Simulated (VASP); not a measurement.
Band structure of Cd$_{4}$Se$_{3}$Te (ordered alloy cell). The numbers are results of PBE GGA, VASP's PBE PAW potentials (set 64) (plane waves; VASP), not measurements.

Unless said otherwise, spin-orbit coupling is left out, though it shifts the bands of the heavy elements here.

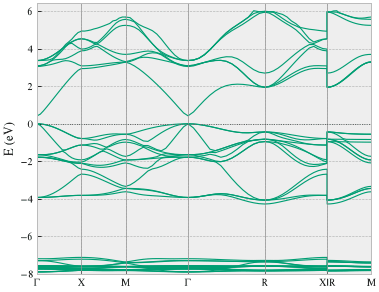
Bands along high-symmetry lines, zero at the valence-band maximum or, without a gap, the Fermi level

Read the plot: is there a gap, and where are the band edges?

The gap is direct, 0.42 eV, from the valence maximum at Γ to the conduction minimum at Γ. (Edges off the drawn lines would not show.)

The structure was generated: Cd4Se3Te was put into an ordered model structure (P-43m), which need not be its known phase. It was relaxed first, which changed the volume by +7 %.
